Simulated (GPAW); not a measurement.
# Work function of Mg/Ti(0001) at several levels, part 2 of 2

How far do functional and basis move the work function of Mg/Ti(0001)?

GPAW 26.7.0; GPAW, PAW setups; slab in vacuum, relaxation (the session's first sound run).

So far, upper work function (eV): step 2 (relaxation, PBE, GPAW) 4.20; step 3 (the slab's potential, PBE, GPAW) 4.20; step 4 (OptPBE vdW: xc = "optPBE-vdW", GPAW, PAW setups, GPAW) 4.29.

## 5. Self-consistent run: xc = "vdW-DF2"

The same geometry under vdW-DF2, to see how far the functional moves the levels against the vacuum (the van der Waals functionals take revPBE setups).

run.py reads:

```python
import json
import numpy as np
from ase import Atoms
from gpaw import GPAW, PW

slab = Atoms(
    ['Ti', 'Ti', 'Ti', 'Ti', 'Mg'],
    positions=[
        [2.95000, 1.70318, 9.00000],
        [0.00000, 0.00000, 11.34230],
        [2.95000, 1.70161, 13.72908],
        [0.00000, -0.03366, 15.95509],
        [1.47500, 0.03728, 18.62712]],
    cell=[[2.95, 0.0, 0.0], [1.475, 2.55477, 0.0], [0.0, 0.0, 27.8221]],
    pbc=[True, True, False])

slab.calc = GPAW(mode=PW(400), xc='vdW-DF2', kpts={'size': (12, 12, 1), 'gamma': True},
                 occupations={'name': 'fermi-dirac', 'width': 0.1}, nbands='200%',
                 convergence={'density': 1e-05}, maxiter=200,
                 poissonsolver={'dipolelayer': 'xy'},
                 symmetry={'tolerance': 1e-3}, txt='slab.txt')
result = {}
energy = slab.get_potential_energy()
fermi = slab.calc.get_fermi_level()
v = slab.calc.get_electrostatic_potential().mean((0, 1)) - fermi
n = slab.calc.get_pseudo_density().mean((0, 1))
L = slab.cell[2, 2]
z = np.arange(len(v)) * L / len(v)
low, high = slab.positions[:, 2].min(), slab.positions[:, 2].max()
below, above = np.interp([low - 6.8, high + 6.8], z, v)
slopes = [np.interp(x, z, np.gradient(v, z)) for x in (low - 6.8, high + 6.8)]
eps = np.array([[slab.calc.get_eigenvalues(k, s) for k in range(len(slab.calc.get_ibz_k_points()))]
                for s in range(slab.calc.get_number_of_spins())]) - fermi
top, bottom = eps[eps < 0].max(), eps[eps > 0].min()
dipole = slab.get_dipole_moment()[2]
print(f'energy {energy:.4f} eV, Fermi level {fermi:.4f} eV, dipole {dipole:.5f} e A')
print(f'potential 6.8 A off the faces, from the Fermi level: lower {below:.4f} eV, upper {above:.4f} eV')
print(f'slope of the potential there: lower {slopes[0]:.5f}, upper {slopes[1]:.5f} eV/A')
print(f'nearest levels on the mesh: {top:.4f} and {bottom:.4f} eV')
print('magnetic moment', round(slab.get_magnetic_moment(), 3))
result.update(energy=energy, fermi=fermi, dipole=dipole, below=below, above=above, slopes=slopes, edges=[top, bottom],
              z=z.tolist(), v=v.tolist(), n=n.tolist(), positions=slab.positions.tolist(),
              forces=slab.get_forces(apply_constraint=False).tolist(), moments=slab.get_magnetic_moments().tolist())
json.dump(result, open('result.json', 'w'))
```

Command:

```sh
$ OMP_NUM_THREADS=1 OPENBLAS_NUM_THREADS=1 python run.py
```

Output:

```text
energy -207.2635 eV, Fermi level 0.7727 eV, dipole 0.01370 e A
potential 6.8 A off the faces, from the Fermi level: lower 4.6261 eV, upper 4.2994 eV
slope of the potential there: lower -0.00000, upper 0.00029 eV/A
nearest levels on the mesh: -0.0138 and 0.0082 eV
magnetic moment 0.0
```

Elapsed: 6 min, on 1 thread of Arm Neoverse V2, shared host; peak memory 0.52 GiB.

This step gave:

* dipole along the normal: 0.01370 e·Å
* levels nearest the Fermi level on the mesh: -0.01384, 0.008196 eV from the Fermi level
* upper work function: 4.299 eV
* lower work function: 4.626 eV

The upper face's work function is 4.299 eV, against 4.201 eV in the first plane-wave PBE run at this geometry.

## 6. Self-consistent run: xc = "RPBE"

The same geometry under RPBE, to see how far the functional moves the levels against the vacuum.

Changes to run.py since step 5:

```diff
@@ -16,3 +16,3 @@
 
-slab.calc = GPAW(mode=PW(400), xc='vdW-DF2', kpts={'size': (12, 12, 1), 'gamma': True},
+slab.calc = GPAW(mode=PW(400), xc='RPBE', kpts={'size': (12, 12, 1), 'gamma': True},
                  occupations={'name': 'fermi-dirac', 'width': 0.1}, nbands='200%',
```

Output:

```text
energy -24.7573 eV, Fermi level 0.9591 eV, dipole 0.00712 e A
potential 6.8 A off the faces, from the Fermi level: lower 4.3091 eV, upper 4.1404 eV
slope of the potential there: lower 0.00002, upper 0.00021 eV/A
nearest levels on the mesh: -0.0248 and 0.0010 eV
magnetic moment 0.0
```

Wall time 5.6 min (1 thread); peak memory 0.39 GiB.

This step gave:

- dipole along the normal: 0.007117 e·Å
- levels nearest the Fermi level on the mesh: -0.02482, 0.001007 eV from the Fermi level
- upper work function: 4.140 eV
- lower work function: 4.309 eV

The upper face's work function is 4.140 eV, against 4.201 eV in the first plane-wave PBE run at this geometry.

## 7. Self-consistent run: xc = "revPBE"

The same geometry under revPBE, to see how far the functional moves the levels against the vacuum.

Changes to run.py since step 6:

```diff
@@ -16,3 +16,3 @@
 
-slab.calc = GPAW(mode=PW(400), xc='RPBE', kpts={'size': (12, 12, 1), 'gamma': True},
+slab.calc = GPAW(mode=PW(400), xc='revPBE', kpts={'size': (12, 12, 1), 'gamma': True},
                  occupations={'name': 'fermi-dirac', 'width': 0.1}, nbands='200%',
```

Output:

```text
energy -25.0493 eV, Fermi level 0.9429 eV, dipole 0.00748 e A
potential 6.8 A off the faces, from the Fermi level: lower 4.3189 eV, upper 4.1413 eV
slope of the potential there: lower 0.00002, upper 0.00021 eV/A
nearest levels on the mesh: -0.0000 and 0.0094 eV
magnetic moment 0.0
```

Wall time 5.3 min (1 thread); peak memory 0.39 GiB.

Numbers from this step:

```
dipole along the normal                    : 0.007484 e·Å
levels nearest the Fermi level on the mesh : -2.82e-5, 0.009430 eV from the Fermi level
upper work function                        : 4.141 eV
lower work function                        : 4.319 eV
```

The electrostatic potential energy of an electron (without an applied field's), less the Fermi level, planar mean oscillates, so the rows of the table below give means over windows of 2.37 Å about each position, cut where the curve ends. Its maxima inside the range that stand out by 2 % of the span (Å: eV): 10.2: -0.276, 12.6: -0.246, 14.8: -1.06, 17.3: 1.13. Its minima: 9.0: -19.7, 11.3: -19.6, 13.7: -19.5, 16.0: -19.5, 18.7: -12.1.

The electrostatic potential energy of an electron (without an applied field's), less the Fermi level, planar mean by z; means over each step:

| z (Å) | electrostatic potential energy of an electron (without an applied field's), less the Fermi level, planar mean (eV) |
| --- | --- |
| 1.19 | 4.31 |
| 3.56 | 4.32 |
| 5.93 | 4.16 |
| 8.29 | -6.71 |
| 10.67 | -8.33 |
| 13.04 | -8.21 |
| 15.41 | -8.84 |
| 17.77 | -4.21 |
| 20.14 | 1.11 |
| 22.52 | 4.12 |
| 24.89 | 4.14 |
| 27.25 | 4.15 |

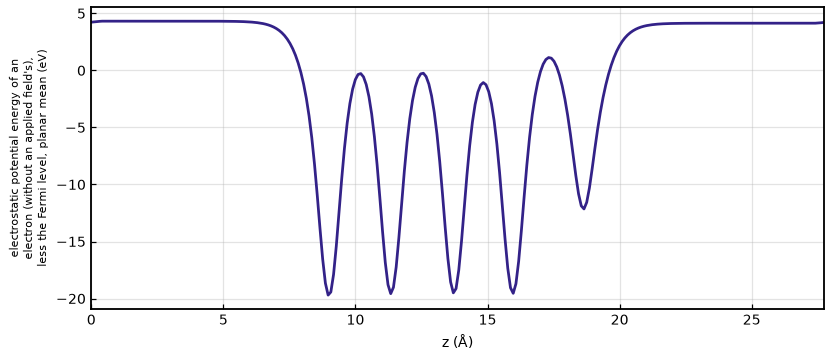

Electrostatic potential energy of an electron (without an applied field's), less the Fermi level, planar mean, plotted against z.

The upper face's work function is 4.141 eV, against 4.201 eV in the first plane-wave PBE run at this geometry.

## 8. Self-consistent run: xc = "LDA"

The same geometry under LDA, to see how far the functional moves the levels against the vacuum.

Changes to run.py since step 7:

```diff
@@ -16,3 +16,3 @@
 
-slab.calc = GPAW(mode=PW(400), xc='revPBE', kpts={'size': (12, 12, 1), 'gamma': True},
+slab.calc = GPAW(mode=PW(400), xc='LDA', kpts={'size': (12, 12, 1), 'gamma': True},
                  occupations={'name': 'fermi-dirac', 'width': 0.1}, nbands='200%',
```

Output:

```text
energy -29.5446 eV, Fermi level 0.6575 eV, dipole 0.01172 e A
potential 6.8 A off the faces, from the Fermi level: lower 4.5991 eV, upper 4.3197 eV
slope of the potential there: lower 0.00004, upper 0.00023 eV/A
nearest levels on the mesh: -0.0178 and 0.0092 eV
magnetic moment 0.0
```

Run time: 4.8 min. Hardware: 1 thread; peak memory 0.38 GiB.

This step gave:

```
dipole along the normal                    : 0.01172 e·Å
levels nearest the Fermi level on the mesh : -0.01778, 0.009181 eV from the Fermi level
upper work function                        : 4.320 eV
lower work function                        : 4.599 eV
```

The upper face's work function is 4.320 eV, against 4.201 eV in the first plane-wave PBE run at this geometry.

## 9. Real-space grid: mode = "fd"

A real-space grid is a second complete basis, so it checks the plane-wave result.

Changes to run.py since step 8:

```diff
@@ -3,3 +3,3 @@
 from ase import Atoms
-from gpaw import GPAW, PW
+from gpaw import GPAW
 
@@ -16,3 +16,3 @@
 
-slab.calc = GPAW(mode=PW(400), xc='LDA', kpts={'size': (12, 12, 1), 'gamma': True},
+slab.calc = GPAW(mode='fd', h=0.18, xc='PBE', kpts={'size': (12, 12, 1), 'gamma': True},
                  occupations={'name': 'fermi-dirac', 'width': 0.1}, nbands='200%',
```

Output:

```text
energy -26.9252 eV, Fermi level -4.3084 eV, dipole 0.00897 e A
potential 6.8 A off the faces, from the Fermi level: lower 4.4161 eV, upper 4.2008 eV
slope of the potential there: lower -0.00002, upper 0.00002 eV/A
nearest levels on the mesh: -0.0039 and 0.0096 eV
magnetic moment 0.0
```

Elapsed: 28 min, on 1 thread; peak memory 2.2 GiB.

Numbers from this step:

- dipole along the normal: 0.008968 e·Å
- levels nearest the Fermi level on the mesh: -0.003858, 0.009558 eV from the Fermi level
- upper work function: 4.201 eV
- lower work function: 4.416 eV

The electrostatic potential energy of an electron (without an applied field's), less the Fermi level, planar mean oscillates, so the rows of the table below give means over windows of 2.41 Å about each position, cut where the curve ends. Its maxima inside the range that stand out by 2 % of the span (Å: eV): 10.2: -0.179, 12.6: -0.163, 14.8: -1.01, 17.4: 1.18. Its minima: 9.0: -19.7, 11.3: -19.5, 13.7: -19.4, 16.0: -19.5, 18.6: -12.1.

Electrostatic potential energy of an electron (without an applied field's), less the Fermi level, planar mean against z; means over each step:

| z (Å) | electrostatic potential energy of an electron (without an applied field's), less the Fermi level, planar mean (eV) |
| --- | --- |
| 1.21 | 4.41 |
| 3.62 | 4.42 |
| 6.03 | 4.21 |
| 8.44 | -7.18 |
| 10.85 | -8.15 |
| 13.26 | -8.09 |
| 15.67 | -8.37 |
| 18.08 | -4.45 |
| 20.48 | 2.55 |
| 22.90 | 4.19 |
| 25.30 | 4.20 |
| 27.72 | 4.20 |

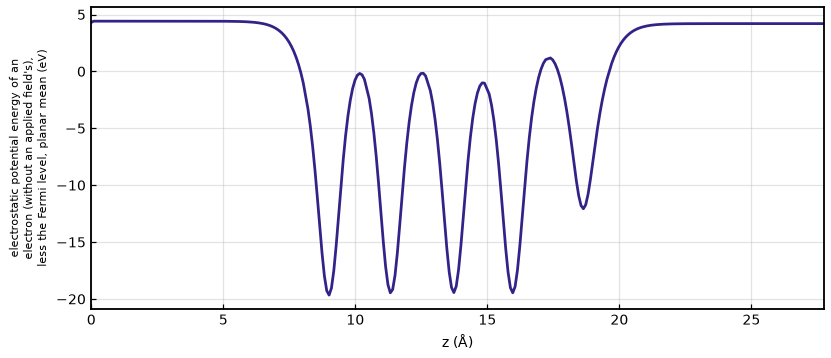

Electrostatic potential energy of an electron (without an applied field's), less the Fermi level, planar mean, plotted against z.

The upper face's work function is 4.201 eV, against 4.201 eV in the first plane-wave PBE run at this geometry.

## 10. Atomic orbitals: mode = "lcao"

Atom-centred orbitals end a few angstrom from the surface, which tests how much the density's tail matters.

Changes to run.py since step 9:

```diff
@@ -16,4 +16,4 @@
 
-slab.calc = GPAW(mode='fd', h=0.18, xc='PBE', kpts={'size': (12, 12, 1), 'gamma': True},
-                 occupations={'name': 'fermi-dirac', 'width': 0.1}, nbands='200%',
+slab.calc = GPAW(mode='lcao', basis='dzp', h=0.18, xc='PBE', kpts={'size': (12, 12, 1), 'gamma': True},
+                 occupations={'name': 'fermi-dirac', 'width': 0.1}, nbands='120%',
                  convergence={'density': 1e-05}, maxiter=200,
```

Output:

```text
energy -26.1489 eV, Fermi level -4.3112 eV, dipole 0.00784 e A
potential 6.8 A off the faces, from the Fermi level: lower 4.4053 eV, upper 4.2170 eV
slope of the potential there: lower -0.00000, upper -0.00000 eV/A
nearest levels on the mesh: -0.0257 and 0.0004 eV
magnetic moment 0.0
```

It took 46 min on 1 thread; peak memory 0.55 GiB.

This step gave:

```yaml
dipole_along_the_normal: 0.007842 e·Å
levels_nearest_the_fermi_level_on_the_mesh: -0.02570, 3.51e-4 eV from the Fermi level
upper_work_function: 4.217 eV
lower_work_function: 4.405 eV
```

The upper face's work function is 4.217 eV, against 4.201 eV in the first plane-wave PBE run at this geometry.

## 11. Cost and result by level

Times are for 1 thread of Arm Neoverse V2, shared host. Results by setting:

```csv
no.,run,upper work function (eV),lower work function (eV),time,memory (GiB)
1,pw,4.201,4.419,5.3 min,0.37
2,optPBE vdW,4.291,4.561,5.7 min,0.51
3,vdW DF2,4.299,4.626,6 min,0.52
4,RPBE,4.140,4.309,5.6 min,0.39
5,revPBE,4.141,4.319,5.3 min,0.39
6,LDA,4.320,4.599,4.8 min,0.38
7,fd,4.201,4.416,28 min,2.2
8,lcao,4.217,4.405,46 min,0.55
```

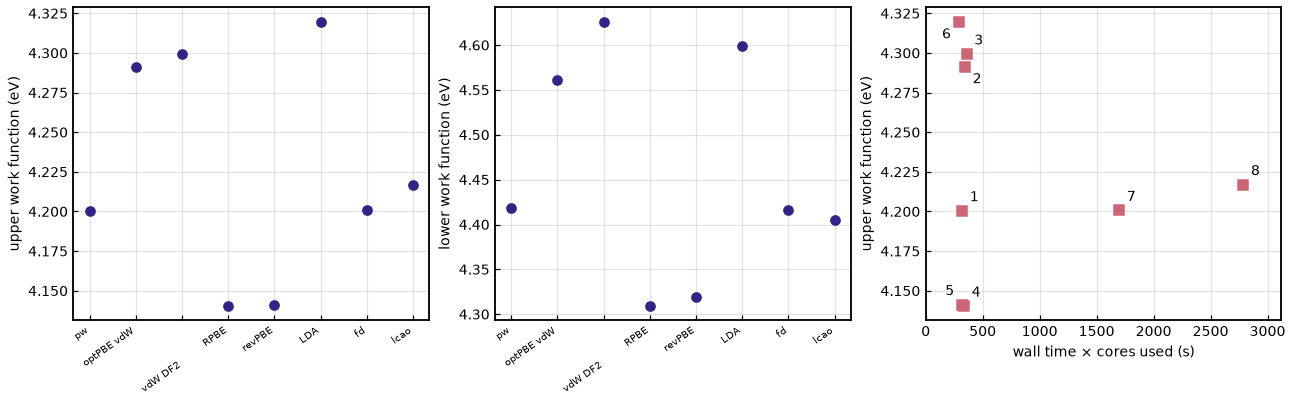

The series as plots; the last panel sets the first result against cost, with the runs numbered as in the table.

## 12. Side by side

Results and costs are gathered.

This step: comparison of work functions, dipole and cost (GPAW 26.7.0).

Ladder, by row:

| step | code | work function, upper (eV) | work function, lower (eV) | dipole (e Å) | wall time (s) | peak memory (GiB) | threads |
| --- | --- | --- | --- | --- | --- | --- | --- |
| pw | GPAW | 4.201 | 4.419 | 0.00917 | 320 | 0.37 | 1 |
| optPBE-vdW | GPAW | 4.291 | 4.561 | 0.0113 | 344.7 | 0.51 | 1 |
| vdW-DF2 | GPAW | 4.299 | 4.626 | 0.0137 | 358.9 | 0.52 | 1 |
| RPBE | GPAW | 4.14 | 4.309 | 0.007117 | 336.1 | 0.39 | 1 |
| revPBE | GPAW | 4.141 | 4.319 | 0.007484 | 317.3 | 0.39 | 1 |
| LDA | GPAW | 4.32 | 4.599 | 0.01172 | 289.2 | 0.38 | 1 |
| fd | GPAW | 4.201 | 4.416 | 0.008968 | 1698 | 2.17 | 1 |
| lcao | GPAW | 4.217 | 4.405 | 0.007842 | 2787 | 0.55 | 1 |

## 13. Outcome

```yaml
work_function_upper_and_lower_face: 4.201 and 4.419 eV
dipole_along_the_normal: 0.00917 e Å
```

With plane waves and PBE the work function is 4.20 eV on the upper face and 4.42 eV on the lower. The two faces differ by 0.22 eV, the step that the slab's dipole makes (e p/(ε0 A) gives 0.22 eV), so the dipole layer is needed. Over the sound runs of the table the upper face's work function spans 4.140 (RPBE) to 4.320 eV (LDA). The cell of 7.54 Å² holds one Mg, started on one chosen site; other sites and coverages weren't tried. The runs had no spin polarisation, so a magnetic state, which thin layers of d-metal atoms can have, wasn't tested. The in-plane lattice was kept as typed, which isn't the functional's own and leaves some strain; spin-orbit coupling and temperature are left out.

[Logs are printed without paths, hosts, clocks, repeated set-up lines and the standing remarks that a program may print on its own settings, such as how far it seeks lower states.]

[Hosts, paths, dates, database ids (printed as entryN), source tags and the programs' standing remarks are cut or masked in the printed files.]
